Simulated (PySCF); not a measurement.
# SiCl2F (SMILES F[Si](Cl)Cl): UPBE0/STO-6G

Aim: the vertical doublet–quartet gap of SiCl2F at UPBE0/STO-6G, from 2 runs. Input form: a Python script.

Program for the calculation: PySCF 2.14.0.

9 further runs of the same task are left out: 2 that didn't finish, 7 set aside as unsound or not needed.

**1. Starting point**

SiCl2F: 4 atoms, total charge 0, spin state doublet. SMILES: `F[Si](Cl)Cl`. The shape is that of a GFN2-xTB optimisation.

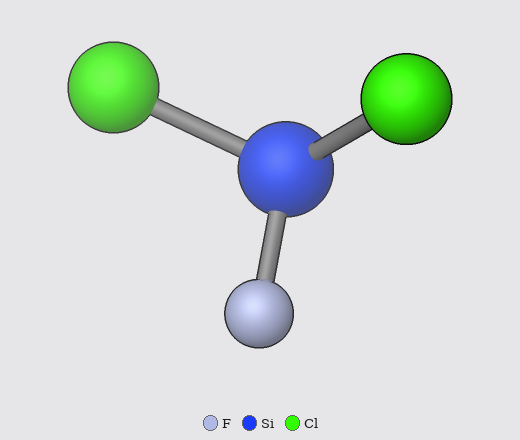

The structure, seen from a chosen angle (fluorine light blue, silicon blue, chlorine green).

**2. A single-point energy at UPBE0/STO-6G**

geometry.xyz

```xyz
4

F      1.188320    -0.376450     0.907180
Si     0.062910    -0.422220    -0.255610
Cl    -1.686390    -0.399210     0.731740
Cl     0.435160     1.197870    -1.383320
```

job.py

```python
# F[Si](Cl)Cl
from pyscf import gto, dft

mol = gto.M(
    atom='geometry.xyz',
    spin=1,
    verbose=4,
    max_memory=1860,
    basis='sto-6g',
)

mf = dft.UKS(mol, xc='pbe0')
mf.conv_tol = 1e-10
mf.grids.level = 5
mf.kernel()
if not mf.converged:
    mf = mf.newton().run(mf.mo_coeff, mf.mo_occ)

energy = mf.e_tot
print('E(%s) = %.9f' % ('PBE0', energy))
```

Launch:

```
$ OMP_NUM_THREADS=1 python job.py
```

What it wrote:

```text
PySCF version 2.14.0

[INPUT] num. atoms = 4
[INPUT] num. electrons = 57
[INPUT] charge = 0
[INPUT] spin (= nelec alpha-beta = 2S) = 1
[INPUT] symmetry False subgroup None
[INPUT] Mole.unit = angstrom
[INPUT] Symbol           X                Y                Z      unit          X                Y                Z       unit  Magmom
[INPUT]  1 F      1.188320000000  -0.376450000000   0.907180000000 AA    2.245599348343  -0.711387399593   1.714321745683 Bohr   0.0
[INPUT]  2 Si     0.062910000000  -0.422220000000  -0.255610000000 AA    0.118882670496  -0.797880164314  -0.483032894700 Bohr   0.0
[INPUT]  3 Cl    -1.686390000000  -0.399210000000   0.731740000000 AA   -3.186815239205  -0.754397566188   1.382788194389 Bohr   0.0
[INPUT]  4 Cl     0.435160000000   1.197870000000  -1.383320000000 AA    0.822333220366   2.263646232833  -2.614095942633 Bohr   0.0

[... 40 lines left out ...]
WARN: HOMO -0.204693348414838 >= LUMO -0.204693348414834
[... 38 lines left out ...]
converged SCF energy = -1304.58882319778  <S^2> = 0.75157452  2S+1 = 2.0015739
E(PBE0) = -1304.588823198
```

Run time: 9 s. Hardware: 1 thread of Arm Neoverse V1, shared host; peak memory 0.26 GiB.

**3. The quartet, same level**

input.py

```python
from pyscf import gto, dft

mol = gto.M(
    atom='F 1.188320 -0.376450 0.907180; Si 0.062910 -0.422220 -0.255610; Cl -1.686390 -0.399210 0.731740; Cl 0.435160 1.197870 -1.383320',
    charge=0,
    max_memory=1860,
    verbose=4,
    spin=3,
    basis='sto-6g',
)

mf = dft.UKS(mol)
mf.xc = 'pbe0'
mf.grids.level = 5
mf.conv_tol = 1e-10
mf.kernel()
if not mf.converged:
    mf = mf.newton().run(mf.mo_coeff, mf.mo_occ)

energy = mf.e_tot
print('E(%s) = %.9f' % ('PBE0', energy))
```

Launch:

```
$ OMP_NUM_THREADS=1 python input.py
```

What it wrote:

```text
PySCF version 2.14.0

[INPUT] num. atoms = 4
[INPUT] num. electrons = 57
[INPUT] charge = 0
[INPUT] spin (= nelec alpha-beta = 2S) = 3
[INPUT] symmetry False subgroup None
[INPUT] Mole.unit = angstrom
[INPUT] Symbol           X                Y                Z      unit          X                Y                Z       unit  Magmom
[INPUT]  1 F      1.188320000000  -0.376450000000   0.907180000000 AA    2.245599348343  -0.711387399593   1.714321745683 Bohr   0.0
[INPUT]  2 Si     0.062910000000  -0.422220000000  -0.255610000000 AA    0.118882670496  -0.797880164314  -0.483032894700 Bohr   0.0
[INPUT]  3 Cl    -1.686390000000  -0.399210000000   0.731740000000 AA   -3.186815239205  -0.754397566188   1.382788194389 Bohr   0.0
[INPUT]  4 Cl     0.435160000000   1.197870000000  -1.383320000000 AA    0.822333220366   2.263646232833  -2.614095942633 Bohr   0.0

[... 46 lines left out ...]
[... the frontier-level lines of each cycle are left out ...]
[... 11 lines left out ...]
[... 11 lines left out ...]
[... 11 lines left out ...]
[... 11 lines left out ...]
[... 11 lines left out ...]
[... 11 lines left out ...]
[... 5 lines left out ...]

cycle= 15 E= -1304.23617945208  delta_E= -1.13e-07  |g|= 3.72e-05  |ddm|= 0.000978


cycle= 16 E= -1304.23617945361  delta_E= -1.53e-09  |g|= 5.2e-06  |ddm|= 0.000221


cycle= 17 E= -1304.2361794537  delta_E= -9.25e-11  |g|= 1.84e-06  |ddm|= 5.37e-05


Extra cycle  E= -1304.23617945375  delta_E= -4.64e-11  |g|= 3.84e-06  |ddm|= 3.09e-05
converged SCF energy = -1304.23617945375  <S^2> = 3.7508976  2S+1 = 4.0004488
E(PBE0) = -1304.236179454
```

It took 14 s on 1 thread of Arm Neoverse V1, shared host; peak memory 0.26 GiB.

**4. Summary of results**

Level: UPBE0/STO-6G.

| quantity | value |
| --- | --- |
| doublet: total energy | -1304.58882 Eh |
| doublet: dipole moment | 2.16 D |
| doublet: HOMO energy (highest over α and β) | -4.82 eV |
| doublet: LUMO energy (lowest over α and β) | -1.22 eV |
| doublet: ⟨S²⟩ | 0.752 |
| quartet: total energy | -1304.23618 Eh |
| quartet: dipole moment | 2.35 D |
| quartet: ⟨S²⟩ | 3.751 |
| vertical energy of the quartet above the doublet | 9.596 eV |

In words: At this shape the quartet lies 9.60 eV (221 kcal/mol) above the doublet. In a minimal basis such a difference can be off by several eV, whatever the method. Mulliken charges (quartet) run from -0.20 on Cl4 to +0.53 on Si2.
